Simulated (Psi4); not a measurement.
# TPSSh/def2-SVPD (core potential) run of SnSiH6 (SMILES [SiH3][SnH3])

Aim: the vertical ionisation energy of SnSiH6 at TPSSh/def2-SVPD (core potential), from 2 runs. 

The calculation is run with Psi4 1.11.

1 further run of the same task is left out (set aside as unsound or not needed).

## 1. The system as given

SnSiH6: 8 atoms, total charge 0, spin state singlet. SMILES: `[SiH3][SnH3]`. The shape is that of a PBE0-D4/def2-TZVP optimisation.

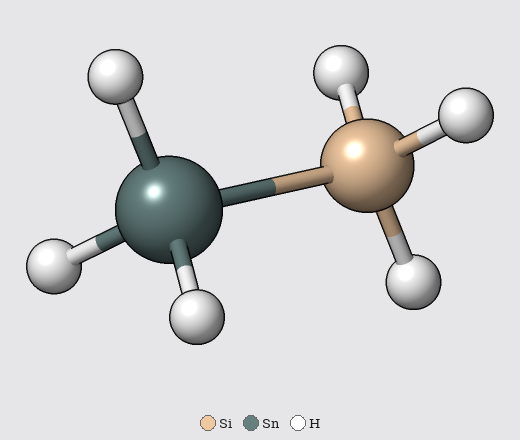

The structure, seen from a chosen angle (silicon light orange, tin teal, hydrogen white).

## 2. Energy and gradient at TPSSh/def2-SVPD (core potential)

File calc.inp:

```
memory 1600 MB

molecule molecule1 {
  0 1
  Si    -0.621900     0.121300    -1.152100
  Sn     0.611700    -0.129400     1.077500
  H     -2.070400     0.355200    -0.912500
  H     -0.465000    -1.112000    -1.967300
  H     -0.071600     1.272400    -1.915300
  H      0.450400     1.285900     2.019300
  H      2.276200    -0.410700     0.820500
  H     -0.017200    -1.439600     1.974000
  units angstrom
  symmetry c1
  no_reorient
  no_com
}

set {
  reference rks
  puream true
  e_convergence 1e-09
  d_convergence 1e-08
  scf_type pk
  dft_radial_points 99
  dft_spherical_points 590
}

e, wfn = gradient('tpssh/def2-SVPD', return_wfn=True)
oeprop(wfn, 'WIBERG_LOWDIN_INDICES', 'QUADRUPOLE', 'MAYER_INDICES', title='TPSSH')
```

On the command line:

```sh
psi4 -i calc.inp -o calc.out -n 1
```

calc.out:

```text
[...]
  Running in c1 symmetry.
[...]
  Nuclear repulsion =  118.040184962240801
[...]
  Multiplicity = 1
[...]
  Nalpha       = 21
  Nbeta        = 21
[...]
    Number of basis functions: 104
[...]
   @RKS iter   1:  -507.00914684800114   -9.68608e-01   5.34742e-03 ADIIS/DIIS
[...]
   @RKS iter  10:  -507.23045616327988   -1.81899e-12   2.14449e-09 DIIS
[...]
    Orbital Energies [Eh]
    ---------------------
    Doubly Occupied:
       1A    -65.987829     2A     -5.227962     3A     -5.022793
       4A     -3.579546     5A     -3.578699     6A     -3.578698
       7A     -3.376038     8A     -3.375486     9A     -3.375486
      10A     -0.982752    11A     -0.982750    12A     -0.981356
      13A     -0.978582    14A     -0.978581    15A     -0.539874
      16A     -0.480003    17A     -0.348912    18A     -0.348896
      19A     -0.312068    20A     -0.312057    21A     -0.276105
[...]
  @RKS Final Energy:  -507.23045616327988
   => Energetics <=
    Nuclear Repulsion Energy =            118.0401849622408008
    One-Electron Energy =               -1015.9845044755843446
    Two-Electron Energy =                 427.8655524129640639
    DFT Exchange-Correlation Energy =     -37.1516890629003882
    Empirical Dispersion Energy =           0.0000000000000000
    VV10 Nonlocal Energy =                  0.0000000000000000
    Total Energy =                       -507.2304561632798823
[...]
  -Total Gradient:
     Atom            X                  Y                   Z
    ------   -----------------  -----------------  -----------------
       1        0.000967917073    -0.000210566029     0.001738920062
       2       -0.000301412792     0.000044660761    -0.000570973162
       3        0.000795393302    -0.000131558516     0.000058545199
       4        0.000016852370     0.000583015261     0.000560226372
       5       -0.000174110936    -0.000562224911     0.000542171962
       6        0.000101764263    -0.001651099008    -0.001277956701
       7       -0.002072019417     0.000350726139     0.000156349522
       8        0.000663990986     0.001578021889    -0.001212009525
[...]
 Multipole Moments:
 ------------------------------------------------------------------------------------
     Multipole            Electronic (a.u.)      Nuclear  (a.u.)        Total (a.u.)
 ------------------------------------------------------------------------------------
 L = 1.  Multiply by 2.5417464519 to convert [e a0] to [Debye]
 Dipole X            :         -9.2297829            9.1712188           -0.0585641
 Dipole Y            :          2.2740397           -2.2627581            0.0112816
 Dipole Z            :        -14.4575306           14.3511471           -0.1063834
 Magnitude           :                                                    0.1219609
 L = 2.  Multiply by 1.3450342976 to convert [e a0^2] to [Debye ang]
 Quadrupole XX       :       -116.4798104           84.0581390          -32.4216715
 Quadrupole XY       :         12.3104324          -12.2767242            0.0337081
[...]
```

Wall time 37 s (1 thread of Intel Xeon 6975P-C (Granite Rapids), shared host); peak memory 0.7 GiB.

## 3. The doublet cation, same level

File input.json:

```json
{
  "schema_name": "qcschema_input",
  "schema_version": 1,
  "molecule": {
    "schema_name": "qcschema_molecule",
    "schema_version": 2,
    "symbols": ["Si", "Sn", "H", "H", "H", "H", "H", "H"],
    "geometry": [-1.17522068, 0.22922378, -2.17715347, 1.15594547, -0.24453056, 2.0361799, -3.91248897, 0.67123072, -1.72437509, -0.87872265, -2.10137545, -3.7176582, -0.13530439, 2.40448752, -3.61939245, 0.85113265, 2.42999882, 3.81592396, 4.3013946, -0.77611052, 1.55052029, -0.03250329, -2.72044973, 3.73031937],
    "molecular_charge": 1,
    "molecular_multiplicity": 2,
    "fix_symmetry": "c1",
    "fix_com": true,
    "fix_orientation": true
  },
  "driver": "gradient",
  "model": {
    "method": "tpssh",
    "basis": "def2-SVPD"
  },
  "keywords": {
    "reference": "uks",
    "puream": true,
    "e_convergence": 1e-09,
    "d_convergence": 1e-08,
    "scf_type": "pk",
    "dft_radial_points": 99,
    "dft_spherical_points": 590,
    "maxiter": 200,
    "scf_properties": ["LOWDIN_CHARGES", "MULLIKEN_CHARGES", "DIPOLE"]
  }
}
```

On the command line:

```sh
psi4 --qcschema input.json -n 1 --memory 1600MB
```

stdout, shortened:

```text
[...]
    !!!  WARNING: ECP capability is in beta. Please check occupations closely.  !!!
[...]
  Running in c1 symmetry.
[...]
  Nuclear repulsion =  118.040184994604701
[...]
  Multiplicity = 2
[...]
  Nalpha       = 21
  Nbeta        = 20
[...]
    Number of basis functions: 104
[...]
   @UKS iter   1:  -506.53947387431572   -4.98850e-01   5.41209e-03 DIIS/ADIIS
[...]
   @UKS iter  16:  -506.86267733423415   -3.29692e-12   4.69150e-09 DIIS
[...]
   @S^2 Observed:                7.525286263E-01
[...]
  @UKS Final Energy:  -506.86267733423415
   => Energetics <=
    Nuclear Repulsion Energy =            118.0401849946047008
    One-Electron Energy =               -1006.1723259053624133
    Two-Electron Energy =                 418.1649349644978884
    DFT Exchange-Correlation Energy =     -36.8954713879743323
    Empirical Dispersion Energy =           0.0000000000000000
    VV10 Nonlocal Energy =                  0.0000000000000000
    Total Energy =                       -506.8626773342341494
[...]
 Multipole Moments:
[...]
  Mulliken Charges: (a.u.)
   Center  Symbol    Alpha    Beta     Spin     Total
       1    SI     7.42888  6.94219  0.48669 -0.37107
       2    SN    10.78374 10.52840  0.25534  0.68786
       3     H     0.41219  0.37994  0.03226  0.20787
       4     H     0.41218  0.38001  0.03217  0.20781
       5     H     0.41219  0.37996  0.03224  0.20785
       6     H     0.51711  0.46300  0.05412  0.01989
       7     H     0.51687  0.46323  0.05364  0.01991
       8     H     0.51683  0.46328  0.05355  0.01989
   Total alpha = 21.00000, Total beta = 20.00000, Total charge =  1.00000
[...]
  -Total Gradient:
     Atom            X                  Y                   Z
    ------   -----------------  -----------------  -----------------
       1        0.033303306064    -0.006821500953     0.060162051578
       2       -0.030329317583     0.006164329114    -0.054844131418
       3       -0.002073744355     0.000637207753    -0.013485331117
       4       -0.007550767502     0.005644961752    -0.009894109937
       5       -0.008892296005    -0.002477391538    -0.010063905648
       6        0.006824546801    -0.006371824277     0.007877490223
       7        0.000221064798    -0.000241403622     0.012200679918
       8        0.008494719055     0.003468502888     0.008041536588
[...]
```

The result, in JSON:

```text
{
 "driver": "gradient",
 "model": {
  "method": "tpssh",
  "basis": "def2-SVPD"
 },
 "success": true,
 "return_result": [0.03330330606408275, -0.006821500953252754, 0.060162051577772255, -0.030329317582594315, 0.006164329114314092, -0.05484413141809434, -0.00207374435541105, 0.000637207752719117, -0.013485331117107422, -0.007550767502485164, 0.005644961752342137, -0.00989410993716712, -0.008892296004622324, -0.0024773915381254147, -0.010063905647609894, 0.006824546800827348, -0.006371824276769605, 0.007877490222681124, 0.00022106479817718405, -0.000241403621685881, 0.012200679917659923, 0.008494719055263833, 0.003468502887625846, 0.008041536588365358],
 "properties": {
  "calcinfo_nbasis": 104,
  "calcinfo_nmo": 104,
  "calcinfo_nalpha": 21,
  "calcinfo_nbeta": 20,
  "calcinfo_natom": 8,
  "nuclear_repulsion_energy": 118.0401849946047,
  "return_energy": -506.86267733423415,
  "return_gradient": [0.03330330606408275, -0.006821500953252754, 0.060162051577772255, -0.030329317582594315, 0.006164329114314092, -0.05484413141809434, -0.00207374435541105, 0.000637207752719117, -0.013485331117107422, -0.007550767502485164, 0.005644961752342137, -0.00989410993716712, -0.008892296004622324, -0.0024773915381254147, -0.010063905647609894, 0.006824546800827348, -0.006371824276769605, 0.007877490222681124, 0.00022106479817718405, -0.000241403621685881, 0.012200679917659923, 0.008494719055263833, 0.003468502887625846, 0.008041536588365358],
  "scf_one_electron_energy": -1006.1723259053624,
  "scf_two_electron_energy": 418.1649349644979,
  "scf_xc_energy": -36.89547138797433,
  "scf_dipole_moment": [0.08290973294700521, -0.026426224314029856, 0.09670310909054614],
  "scf_total_energy": -506.86267733423415,
  "scf_total_gradient": [0.03330330606408275, -0.006821500953252754, 0.060162051577772255, -0.030329317582594315, 0.006164329114314092, -0.05484413141809434, -0.00207374435541105, 0.000637207752719117, -0.013485331117107422, -0.007550767502485164, 0.005644961752342137, -0.00989410993716712, -0.008892296004622324, -0.0024773915381254147, -0.010063905647609894, 0.006824546800827348, -0.006371824276769605, 0.007877490222681124, 0.00022106479817718405, -0.000241403621685881, 0.012200679917659923, 0.008494719055263833, 0.003468502887625846, 0.008041536588365358],
  "scf_iterations": 16
 }
}
```

Run time: 77 s. Hardware: 1 thread of Intel Xeon 6975P-C (Granite Rapids), shared host; peak memory 0.71 GiB.

## 4. Outcome

At TPSSh/def2-SVPD (core potential):

| quantity | value |
| --- | --- |
| singlet SnSiH6: total energy | -507.23046 Eh |
| singlet SnSiH6: dipole moment | 0.31 D |
| singlet SnSiH6: HOMO energy | -7.51 eV |
| singlet SnSiH6: LUMO energy | -0.47 eV |
| singlet SnSiH6: HOMO–LUMO gap | 7.04 eV |
| singlet SnSiH6: largest force on an atom | 0.108 eV/Å |
| doublet cation: total energy | -506.86268 Eh |
| doublet cation: HOMO energy (highest over α and β) | -13.96 eV |
| doublet cation: LUMO energy (lowest over α and β) | -12.46 eV |
| doublet cation: ⟨S²⟩ | 0.753 |
| doublet cation: largest force on an atom | 3.553 eV/Å |
| vertical ionisation energy (to the doublet cation) | 10.008 eV |

What this shows: The vertical ionisation energy comes to 10.01 eV (966 kJ/mol). The negative HOMO energy of the first species, 7.51 eV, lies 2.49 eV below that difference. Mulliken charges (doublet cation) run from -0.37 on Si1 to +0.69 on Sn2; in a basis this large or diffuse they mean little.
